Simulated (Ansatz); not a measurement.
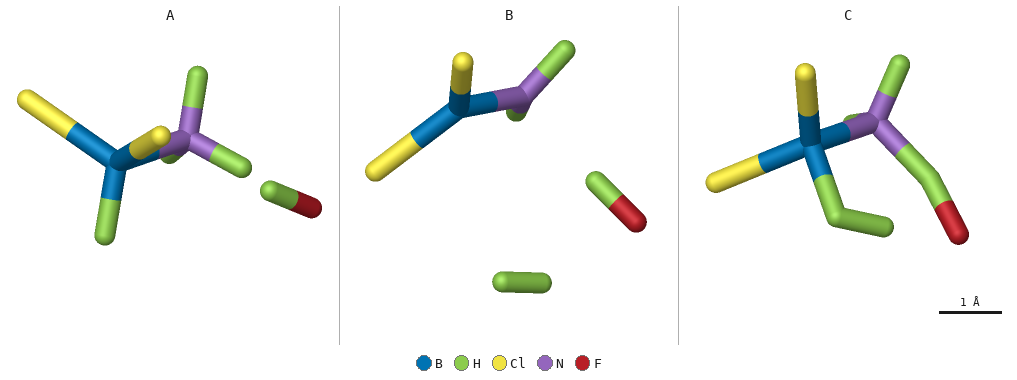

Three geometries of BNH5Cl2F: a saddle point and the two minima that it joins, in shuffled order. A stick model, seen from a free direction. Sticks join atoms that are closer than about 1.2 times the sum of their covalent radii (a little more with hydrogen).

Stationary points at PBE0-D4/def2-TZVP, single-point energies with CCSD(T)/CBS, PBE-QIDH, CAM-B3LYP-D4 (def2-TZVPP where no basis is named; Ansatz 0.2.0). The energies are electronic, without zero-point or thermal terms, and both ends are the minima reached downhill from the saddle, with any fragments still in contact. CCSD(T)/CBS stands for a frozen-core estimate: MP2 correlation extrapolated from def2-TZVPP and def2-QZVPP, CCSD(T) minus MP2 from the smaller set.

**Which frame is the transition state, what reaction does it lead through, and what barrier is to be expected?**

Frame C is the saddle point. Counted by bonded pieces, A holds BH₄NCl₂ + HF and B holds BH₂NCl₂ + HF + H₂. From A over the saddle to B, bonds form: H–H (3.06 → 0.86 → 0.75 Å), F–H (1.91 → 1.12 → 0.94 Å). Bonds break: B–H (1.20 → 1.45 → 3.48 Å), H–N (1.03 → 1.30 → 1.87 Å), F–H (0.95 → 1.42 → 2.63 Å). The saddle has one imaginary mode, 1044i cm⁻¹. With CCSD(T)/CBS the barrier is 164.6 kJ/mol from A and 125.9 kJ/mol from B, and B lies 38.7 kJ/mol above A.

```
       level  barrier from A (kJ/mol)  barrier from B (kJ/mol)  B less A (kJ/mol)
 CCSD(T)/CBS                    164.6                    125.9               38.7
    PBE-QIDH                    158.7                    112.0               46.8
CAM-B3LYP-D4                    151.9                    115.0               36.9
```

Against CCSD(T)/CBS, PBE-QIDH comes closest on the barrier from A (−5.9 kJ/mol) and CAM-B3LYP-D4 misses most (−12.7 kJ/mol).
